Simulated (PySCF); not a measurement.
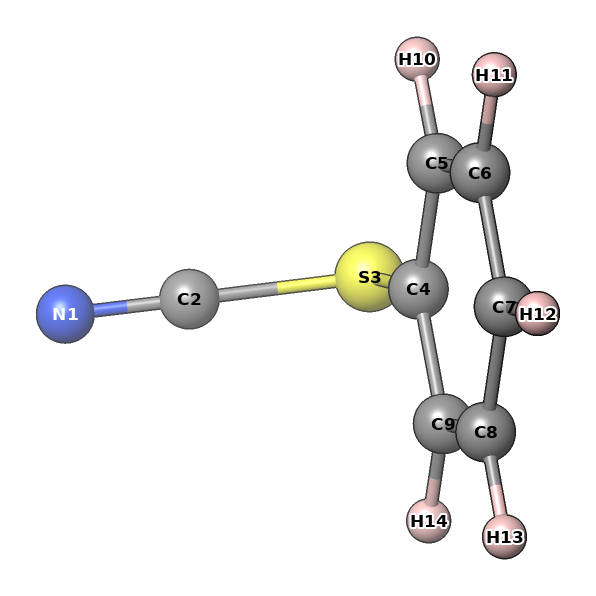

S3 lies behind C4. The molecule seen a little off the C4–S3 bond, C4 in front. Distant atoms are faded towards the background colour. The computed structure is the end point of a PBE0-D3(BJ)/def2-TZVP optimisation. No frequency run is at hand to confirm it as a minimum.

Question: What is the torsion angle C5–C4–S3–C2? The sign is positive where the front bond must turn clockwise to cover the back bond.

Answer: −97°, about perpendicular.
